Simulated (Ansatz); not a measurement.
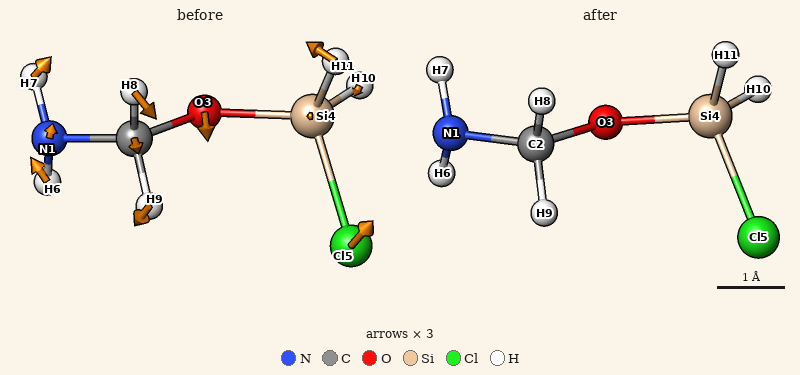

The structure of CH6ClNOSi before (left) and after (right) a relaxation, at one scale. The orange arrows give the displacements, magnified 3 times.

The picture is a ball-and-stick view, seen at a tilt.

The start comes from PBE-D4/def2-SVP.

Level of theory: Ansatz, RKS PBE0-D4/def2-TZVP. Set-up: force threshold 0.005 eV/Å; at most 150 steps.

**Summarise the run.**

The atom that moves furthest after the best rigid fit is Cl5 (0.24 Å). By element the largest moves are Cl 0.24 Å, H 0.20 Å, O 0.16 Å, C 0.09 Å, N 0.08 Å, Si 0.03 Å. Near-neighbour distances that change, for instance: O3–Si4 1.665 → 1.626 Å, Si4–Cl5 2.090 → 2.059 Å, Si4–H11 1.503 → 1.483 Å, C2–H9 1.112 → 1.093 Å. The energy falls by 0.070 eV in 17 geometry steps. Largest force component: 0.7 eV/Å at the start, 0.0028 eV/Å at the end.
